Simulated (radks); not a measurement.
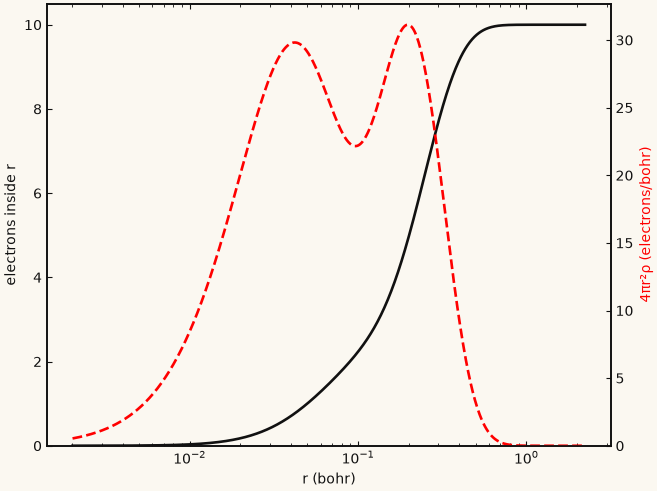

The manganese ion Mn¹⁵⁺ in the configuration [Ne]. The calculation used the in-house radial solver radks at this level: Dirac Kohn-Sham, exchange-only PBE, spin-unpolarised, spherical densities, finite nucleus.

The plot shows the number of electrons inside radius r (solid) and the radial density 4πr²ρ (dashed).

Q: Read the plot.

Answer: The count levels off at 10 electrons. Half of them lie within 0.201 bohr, 90 % within 0.383 bohr and 99 % within 0.575 bohr. The radial density has a minimum at 0.0968 bohr, where the count stands at 2.2; this parts the shells that the density resolves.
